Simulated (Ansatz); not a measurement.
Molecular dynamics, with input and output: BSiNH5ClO (part 1 of 3)

The run: molecular dynamics of BSiNH5ClO. Method and program: RKS BLYP-d3bjatm/6-31G* (Ansatz 0.2.0).

The geometry comes from this level: PBE0-D4/def2-TZVP.

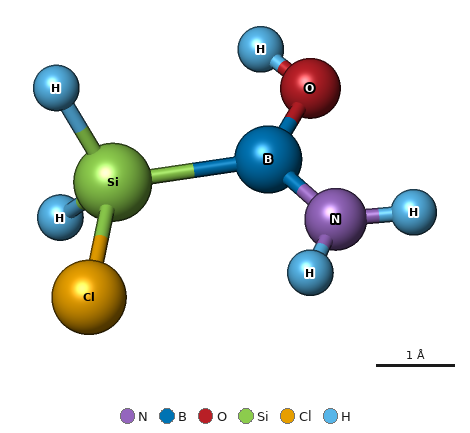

*The input geometry (ball-and-stick view, seen at a tilt).*

Bond lengths as drawn: B–N 1.39 Å, B–O 1.37 Å, B–Si 2.03 Å, Cl–Si 2.08 Å, H–N 1.00 to 1.01 Å, H–O 0.96 Å and H–Si 1.49 Å.

Key numbers

- outcome: finished
- mean temperature over the second half: 544 K
- trajectory: 50 steps, 25 fs
- ensemble: nve
- temperature in the input: 1000 K
- time step: 0.5 fs
- potential energy (last step): −24695.8531 eV
- mean-field energy (last step): −24695.3501 eV
- dispersion energy (last step): −0.5031 eV
- SCF solution under orbital rotations (last step): stable
- largest force (length of the vector) (last step): 1.852 eV/Å
- dipole moment (last step): 1.68 D
- hardware: 4 threads of Arm Neoverse V1, 23 GiB of memory available, shared host
- wall time: 52 s (CPU time 3.2 min)
- peak memory: 0.14 GiB

Notes

So short a trajectory is not equilibrated.

The input
```yaml
crystal:
  periodic: [false, false, false]
  atoms:
    - {symbol: N, position_ang: [-1.083788, -1.190477, -0.353400]}
    - {symbol: B, position_ang: [0.103353, -0.663653, 0.153174]}
    - {symbol: O, position_ang: [0.999061, -1.525934, 0.737061]}
    - {symbol: Si, position_ang: [0.411523, 1.337259, -0.013815]}
    - {symbol: Cl, position_ang: [-1.224000, 2.189643, -0.965915]}
    - {symbol: H, position_ang: [-1.783818, -0.619707, -0.793286]}
    - {symbol: H, position_ang: [-1.305472, -2.172086, -0.306735]}
    - {symbol: H, position_ang: [1.796974, -1.114373, 1.067932]}
    - {symbol: H, position_ang: [0.556155, 2.023828, 1.298815]}
    - {symbol: H, position_ang: [1.613112, 1.684201, -0.820732]}
basis:
  gaussian: {orbitals: "6-31G*"}
hamiltonian: {xc: {name: BLYP}, dispersion: d3bjatm}
md: {timestep: 0.5 fs, n_steps: 50, ensemble: nve, temperature: 1000, initial_velocities: maxwell_boltzmann, seed: 445}
```

Launch command:
```bash
ansatz run in.yaml --threads 4 --pin off --events-out ev --progress --plain --max-ram 10444MiB
```

Log
```
Functional definition: BLYP
  name "BLYP"
  cite "Becke, Phys. Rev. A 38, 3098 (1988) doi:10.1103/PhysRevA.38.3098"
  cite "Lee, Yang & Parr, Phys. Rev. B 37, 785 (1988) doi:10.1103/PhysRevB.37.785"
  parameter beta = 0.0042
  parameter a = 0.04918
  parameter b = 0.132
  parameter c = 0.2533
  parameter d = 0.349
  exchange = b88_x(beta = beta)
  correlation = lyp_c(a = a, b = b, c = c, d = d)
1113 factors; their error is unknown
mean field evaluation 1: about -24685.1322 eV, gradient 7.5e1 eV
mean field evaluation 2: about -24610.6176 eV, gradient 1.6e2 eV
mean field evaluation 4: about -24695.5679 eV, gradient 1.0e1 eV
mean field evaluation 8: about -24695.8136 eV, gradient 3.2e-1 eV
mean field evaluation 16: about -24695.7430 eV, gradient 1.2e-3 eV
mean field -24695.74304300 eV, -907.5518174544 hartree, gradient 1.8e-5 eV, S^2 0.000000; 0 other end points of the search recorded, 0 dependent functions left out
the calculation of the forces begins
reference -24695.74335785 eV, -907.5518290249 hartree; 28, 28 occupied and 65, 65 virtual orbitals, 1113 factors
md step     0: t =     0.00 fs  T =  1000.0 K  F+E_penalty+E_count = -24696.23910654 eV  E_kin = 1.034080 eV  conserved = -24695.20502655 eV  (30 SCF iters)
these checks for a lower state are left out or cut short: starts, cluster_reference, orbital_swaps, neighbouring_geometries, increment
1113 factors; their error is unknown
mean field -24695.69439146 eV, -907.5500295433 hartree, gradient 2.1e-5 eV, S^2 0.000000; 0 other end points of the search recorded, 0 dependent functions left out
the calculation of the forces begins
reference -24695.69470757 eV, -907.5500411601 hartree; 28, 28 occupied and 65, 65 virtual orbitals, 1113 factors
md step     1: t =     0.50 fs  T =   954.5 K  F+E_penalty+E_count = -24696.19102916 eV  E_kin = 0.987041 eV  conserved = -24695.20398785 eV  (30 SCF iters, 3 dispersion substeps)
[... from here on the SCF iterations and repeated set-up lines of each step are left out, up to the last step ...]
md step     2: t =     1.00 fs  T =   893.2 K  F+E_penalty+E_count = -24696.12630003 eV  E_kin = 0.923621 eV  conserved = -24695.20267860 eV  (30 SCF iters, 3 dispersion substeps)
md step     3: t =     1.50 fs  T =   834.7 K  F+E_penalty+E_count = -24696.06492547 eV  E_kin = 0.863171 eV  conserved = -24695.20175402 eV  (30 SCF iters, 3 dispersion substeps)
md step     4: t =     2.00 fs  T =   792.3 K  F+E_penalty+E_count = -24696.02110576 eV  E_kin = 0.819332 eV  conserved = -24695.20177408 eV  (30 SCF iters, 3 dispersion substeps)
md step     5: t =     2.50 fs  T =   766.3 K  F+E_penalty+E_count = -24695.99511339 eV  E_kin = 0.792466 eV  conserved = -24695.20264710 eV  (31 SCF iters, 3 dispersion substeps)
md step     6: t =     3.00 fs  T =   745.5 K  F+E_penalty+E_count = -24695.97458604 eV  E_kin = 0.770931 eV  conserved = -24695.20365473 eV  (31 SCF iters, 3 dispersion substeps)
md step     7: t =     3.50 fs  T =   716.2 K  F+E_penalty+E_count = -24695.94477257 eV  E_kin = 0.740653 eV  conserved = -24695.20411962 eV  (31 SCF iters, 3 dispersion substeps)
md step     8: t =     4.00 fs  T =   671.7 K  F+E_penalty+E_count = -24695.89851877 eV  E_kin = 0.694625 eV  conserved = -24695.20389399 eV  (30 SCF iters, 3 dispersion substeps)
md step     9: t =     4.50 fs  T =   614.7 K  F+E_penalty+E_count = -24695.83887565 eV  E_kin = 0.635616 eV  conserved = -24695.20326011 eV  (31 SCF iters, 3 dispersion substeps)
md step    10: t =     5.00 fs  T =   553.8 K  F+E_penalty+E_count = -24695.77524444 eV  E_kin = 0.572650 eV  conserved = -24695.20259464 eV  (30 SCF iters, 3 dispersion substeps)
md step    11: t =     5.50 fs  T =   498.6 K  F+E_penalty+E_count = -24695.71774678 eV  E_kin = 0.515588 eV  conserved = -24695.20215869 eV  (31 SCF iters, 3 dispersion substeps)
md step    12: t =     6.00 fs  T =   455.5 K  F+E_penalty+E_count = -24695.67311300 eV  E_kin = 0.471061 eV  conserved = -24695.20205228 eV  (31 SCF iters, 3 dispersion substeps)
md step    13: t =     6.50 fs  T =   426.2 K  F+E_penalty+E_count = -24695.64300532 eV  E_kin = 0.440764 eV  conserved = -24695.20224178 eV  (31 SCF iters, 3 dispersion substeps)
md step    14: t =     7.00 fs  T =   408.0 K  F+E_penalty+E_count = -24695.62449193 eV  E_kin = 0.421895 eV  conserved = -24695.20259724 eV  (31 SCF iters, 3 dispersion substeps)
md step    15: t =     7.50 fs  T =   395.6 K  F+E_penalty+E_count = -24695.61207836 eV  E_kin = 0.409133 eV  conserved = -24695.20294519 eV  (31 SCF iters, 3 dispersion substeps)
md step    16: t =     8.00 fs  T =   384.1 K  F+E_penalty+E_count = -24695.60039426 eV  E_kin = 0.397234 eV  conserved = -24695.20315984 eV  (32 SCF iters, 3 dispersion substeps)
md step    17: t =     8.50 fs  T =   370.2 K  F+E_penalty+E_count = -24695.58610021 eV  E_kin = 0.382841 eV  conserved = -24695.20325915 eV  (32 SCF iters, 3 dispersion substeps)
md step    18: t =     9.00 fs  T =   352.3 K  F+E_penalty+E_count = -24695.56766652 eV  E_kin = 0.364286 eV  conserved = -24695.20338065 eV  (32 SCF iters, 3 dispersion substeps)
md step    19: t =     9.50 fs  T =   328.8 K  F+E_penalty+E_count = -24695.54353169 eV  E_kin = 0.339968 eV  conserved = -24695.20356397 eV  (31 SCF iters, 3 dispersion substeps)
md step    20: t =    10.00 fs  T =   298.0 K  F+E_penalty+E_count = -24695.51172685 eV  E_kin = 0.308160 eV  conserved = -24695.20356645 eV  (32 SCF iters, 3 dispersion substeps)
md step    21: t =    10.50 fs  T =   261.4 K  F+E_penalty+E_count = -24695.47333062 eV  E_kin = 0.270267 eV  conserved = -24695.20306335 eV  (32 SCF iters, 3 dispersion substeps)
md step    22: t =    11.00 fs  T =   226.9 K  F+E_penalty+E_count = -24695.43674502 eV  E_kin = 0.234611 eV  conserved = -24695.20213438 eV  (32 SCF iters, 3 dispersion substeps)
md step    23: t =    11.50 fs  T =   207.6 K  F+E_penalty+E_count = -24695.41609752 eV  E_kin = 0.214694 eV  conserved = -24695.20140327 eV  (31 SCF iters, 3 dispersion substeps)
md step    24: t =    12.00 fs  T =   213.4 K  F+E_penalty+E_count = -24695.42215647 eV  E_kin = 0.220683 eV  conserved = -24695.20147356 eV  (32 SCF iters, 3 dispersion substeps)
md step    25: t =    12.50 fs  T =   243.2 K  F+E_penalty+E_count = -24695.45372692 eV  E_kin = 0.251443 eV  conserved = -24695.20228385 eV  (32 SCF iters, 3 dispersion substeps)
md step    26: t =    13.00 fs  T =   285.5 K  F+E_penalty+E_count = -24695.49842524 eV  E_kin = 0.295208 eV  conserved = -24695.20321682 eV  (32 SCF iters, 3 dispersion substeps)
md step    27: t =    13.50 fs  T =   326.6 K  F+E_penalty+E_count = -24695.54151593 eV  E_kin = 0.337778 eV  conserved = -24695.20373787 eV  (32 SCF iters, 3 dispersion substeps)
md step    28: t =    14.00 fs  T =   358.1 K  F+E_penalty+E_count = -24695.57400405 eV  E_kin = 0.370257 eV  conserved = -24695.20374662 eV  (32 SCF iters, 3 dispersion substeps)
md step    29: t =    14.50 fs  T =   378.3 K  F+E_penalty+E_count = -24695.59462877 eV  E_kin = 0.391183 eV  conserved = -24695.20344556 eV  (32 SCF iters, 3 dispersion substeps)
md step    30: t =    15.00 fs  T =   390.8 K  F+E_penalty+E_count = -24695.60720368 eV  E_kin = 0.404133 eV  conserved = -24695.20307106 eV  (32 SCF iters, 3 dispersion substeps)
md step    31: t =    15.50 fs  T =   400.7 K  F+E_penalty+E_count = -24695.61711041 eV  E_kin = 0.414362 eV  conserved = -24695.20274868 eV  (32 SCF iters, 3 dispersion substeps)
md step    32: t =    16.00 fs  T =   412.7 K  F+E_penalty+E_count = -24695.62924533 eV  E_kin = 0.426758 eV  conserved = -24695.20248767 eV  (31 SCF iters, 3 dispersion substeps)
md step    33: t =    16.50 fs  T =   430.7 K  F+E_penalty+E_count = -24695.64765479 eV  E_kin = 0.445401 eV  conserved = -24695.20225353 eV  (32 SCF iters, 3 dispersion substeps)
md step    34: t =    17.00 fs  T =   458.2 K  F+E_penalty+E_count = -24695.67584619 eV  E_kin = 0.473782 eV  conserved = -24695.20206401 eV  (32 SCF iters, 3 dispersion substeps)
md step    35: t =    17.50 fs  T =   497.4 K  F+E_penalty+E_count = -24695.71640533 eV  E_kin = 0.514365 eV  conserved = -24695.20204071 eV  (32 SCF iters, 3 dispersion substeps)
md step    36: t =    18.00 fs  T =   548.2 K  F+E_penalty+E_count = -24695.76921060 eV  E_kin = 0.566856 eV  conserved = -24695.20235489 eV  (32 SCF iters, 3 dispersion substeps)
md step    37: t =    18.50 fs  T =   605.4 K  F+E_penalty+E_count = -24695.82910931 eV  E_kin = 0.626045 eV  conserved = -24695.20306454 eV  (32 SCF iters, 3 dispersion substeps)
md step    38: t =    19.00 fs  T =   658.9 K  F+E_penalty+E_count = -24695.88535890 eV  E_kin = 0.681382 eV  conserved = -24695.20397670 eV  (32 SCF iters, 3 dispersion substeps)
md step    39: t =    19.50 fs  T =   696.3 K  F+E_penalty+E_count = -24695.92472771 eV  E_kin = 0.720056 eV  conserved = -24695.20467166 eV  (31 SCF iters, 3 dispersion substeps)
md step    40: t =    20.00 fs  T =   708.9 K  F+E_penalty+E_count = -24695.93779120 eV  E_kin = 0.733082 eV  conserved = -24695.20470881 eV  (31 SCF iters, 3 dispersion substeps)
md step    41: t =    20.50 fs  T =   697.6 K  F+E_penalty+E_count = -24695.92529903 eV  E_kin = 0.721369 eV  conserved = -24695.20393003 eV  (31 SCF iters, 3 dispersion substeps)
md step    42: t =    21.00 fs  T =   674.4 K  F+E_penalty+E_count = -24695.90006712 eV  E_kin = 0.697355 eV  conserved = -24695.20271176 eV  (31 SCF iters, 3 dispersion substeps)
md step    43: t =    21.50 fs  T =   656.7 K  F+E_penalty+E_count = -24695.88097783 eV  E_kin = 0.679124 eV  conserved = -24695.20185369 eV  (30 SCF iters, 3 dispersion substeps)
md step    44: t =    22.00 fs  T =   656.8 K  F+E_penalty+E_count = -24695.88116137 eV  E_kin = 0.679202 eV  conserved = -24695.20195929 eV  (31 SCF iters, 3 dispersion substeps)
md step    45: t =    22.50 fs  T =   673.5 K  F+E_penalty+E_count = -24695.89929870 eV  E_kin = 0.696428 eV  conserved = -24695.20287066 eV  (31 SCF iters, 3 dispersion substeps)
md step    46: t =    23.00 fs  T =   694.3 K  F+E_penalty+E_count = -24695.92181962 eV  E_kin = 0.717942 eV  conserved = -24695.20387747 eV  (32 SCF iters, 3 dispersion substeps)
md step    47: t =    23.50 fs  T =   704.7 K  F+E_penalty+E_count = -24695.93316217 eV  E_kin = 0.728756 eV  conserved = -24695.20440636 eV  (32 SCF iters, 3 dispersion substeps)
md step    48: t =    24.00 fs  T =   696.4 K  F+E_penalty+E_count = -24695.92449926 eV  E_kin = 0.720137 eV  conserved = -24695.20436199 eV  (31 SCF iters, 3 dispersion substeps)
md step    49: t =    24.50 fs  T =   669.0 K  F+E_penalty+E_count = -24695.89573854 eV  E_kin = 0.691786 eV  conserved = -24695.20395263 eV  (31 SCF iters, 3 dispersion substeps)
these checks for a lower state are left out or cut short: starts, cluster_reference, orbital_swaps, neighbouring_geometries, increment
1113 factors; their error is unknown
mean field -24695.34976204 eV, -907.5373646456 hartree, gradient 1.1e-5 eV, S^2 0.000000; 0 other end points of the search recorded, 0 dependent functions left out
the calculation of the forces begins
reference -24695.35007059 eV, -907.5373759849 hartree; 28, 28 occupied and 65, 65 virtual orbitals, 1113 factors
1113 factors; their error is unknown
mean field evaluation 416: about -24695.3498 eV, gradient 1.4e-5 eV
mean field -24695.34976204 eV, -907.5373646456 hartree, gradient 1.4e-5 eV, S^2 0.000000; 1 other end points of the search recorded, 0 dependent functions left out
the calculation of the forces begins
reference -24695.35007059 eV, -907.5373759849 hartree; 28, 28 occupied and 65, 65 virtual orbitals, 1113 factors
md step    50: t =    25.00 fs  T =   628.0 K  F+E_penalty+E_count = -24695.85282595 eV  E_kin = 0.649426 eV  conserved = -24695.20340013 eV  (31 SCF iters, 3 dispersion substeps)
```

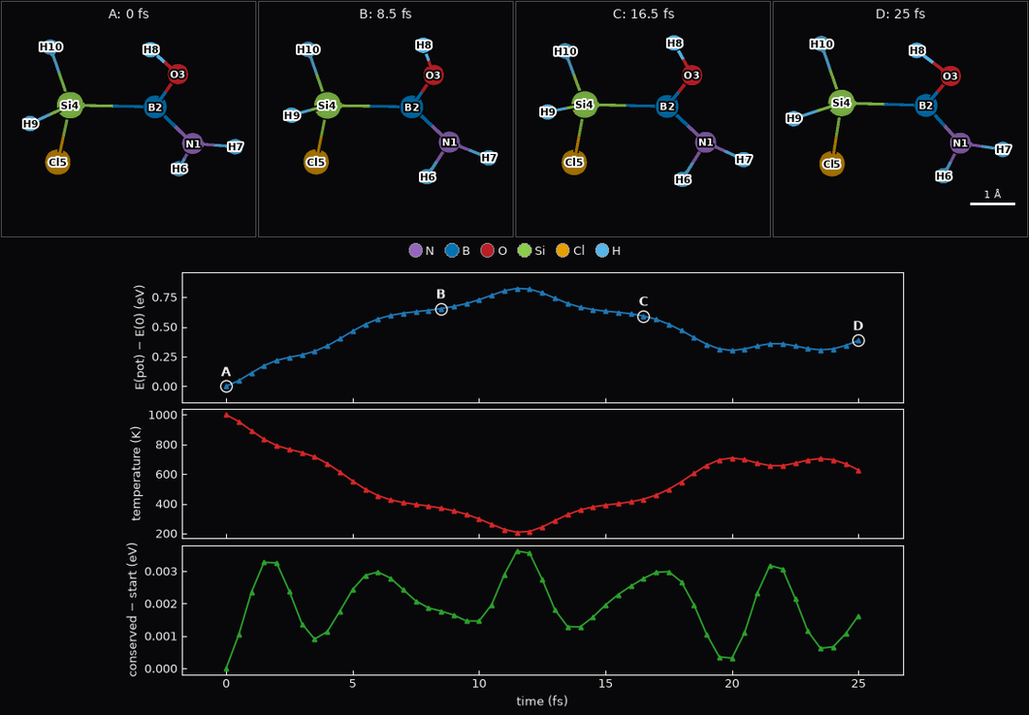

*Frames of the molecular dynamics (ball-and-stick, seen at a tilt) above the curves, on which the letters mark them.*

The trajectory kept here has 51 frames over 25 fs. The temperature starts at 1000 K, ranges from 208 to 1000 K and averages 544 K over the second half. The potential energy ends 0.386 eV above its first value. The conserved quantity stays within 0.0036 eV. After an unweighted best fit of the last frame on the first, the root-mean-square displacement is 0.12 Å, and H8 has moved furthest (0.21 Å).

```
Total energy: -24695.85313451 eV, -907.5558632427 hartree
Atom 0 at    -1.087541    -1.074946    -0.446132 Å, force    -0.419035    -1.472310     0.798589 eV/Å
Atom 1 at     0.133909    -0.645960     0.126050 Å, force    -0.922292    -0.435565     0.217905 eV/Å
Atom 2 at     0.971209    -1.556951     0.805354 Å, force     0.222186     1.534970    -0.757576 eV/Å
Atom 3 at     0.469404     1.331926    -0.004701 Å, force     0.713201     1.369835     0.133958 eV/Å
Atom 4 at    -1.266356     2.139313    -0.958302 Å, force     0.168445     0.063443     0.086574 eV/Å
Atom 5 at    -1.885593    -0.444247    -0.687603 Å, force     0.828690    -0.806066     0.178615 eV/Å
Atom 6 at    -1.313925    -2.092379    -0.187979 Å, force    -0.146384     1.695602    -0.730437 eV/Å
Atom 7 at     1.735375    -0.929834     0.875663 Å, force     0.306498    -1.082615     0.570554 eV/Å
Atom 8 at     0.701175     2.183861     1.297817 Å, force    -0.255722    -0.725939    -0.775419 eV/Å
Atom 9 at     1.683380     1.700262    -0.878063 Å, force    -0.495588    -0.141356     0.277238 eV/Å
Dipole moment:     0.100307    -0.294017     0.161321 e Å
```

Trajectory as extended XYZ (Å, eV, eV/Å), 44 of the 51 frames kept, from step=0 to step=50
```
10
Properties=species:S:1:pos:R:3:forces:R:3 step=0 time_fs=0.0 energy=-24696.23911 temperature=1000.0
N    -1.0838   -1.1905   -0.3534   -0.0402   0.0615  -0.0296
B     0.1034   -0.6637    0.1532    0.1889   0.4873   0.0155
O     0.9991   -1.5259    0.7371   -0.2875  -0.8611  -0.0050
Si    0.4115    1.3373   -0.0138    0.3809  -0.3806   0.2512
Cl   -1.2240    2.1896   -0.9659   -0.6223   0.3555  -0.3673
H    -1.7838   -0.6197   -0.7933   -0.4262   0.2965  -0.2596
H    -1.3055   -2.1721   -0.3067   -0.1467  -0.5721   0.0186
H     1.7970   -1.1144    1.0679    0.7198   0.4309   0.2891
H     0.5562    2.0238    1.2988    0.0538   0.1113   0.1695
H     1.6131    1.6842   -0.8207    0.1794   0.0708  -0.0825
10
Properties=species:S:1:pos:R:3:forces:R:3 step=1 time_fs=0.5 energy=-24696.19103 temperature=954.5
N    -1.0830   -1.1902   -0.3585    0.4662   0.8811   0.0782
B     0.1041   -0.6651    0.1549    0.1347   0.6974  -0.0748
O     0.9975   -1.5212    0.7370   -0.3752  -1.1900   0.0127
Si    0.4108    1.3381   -0.0135    0.3252  -0.6014   0.0934
Cl   -1.2234    2.1877   -0.9655   -0.6729   0.3880  -0.3578
H    -1.7823   -0.6056   -0.7680   -0.6314   0.4012  -0.3753
H    -1.3092   -2.1489   -0.2919   -0.4216  -1.5175   0.0584
H     1.8070   -1.1487    1.0749    0.8266   0.5803   0.3134
H     0.5679    2.0030    1.2932    0.0638   0.2632   0.3805
H     1.5980    1.6854   -0.8296    0.2846   0.0977  -0.1287
```
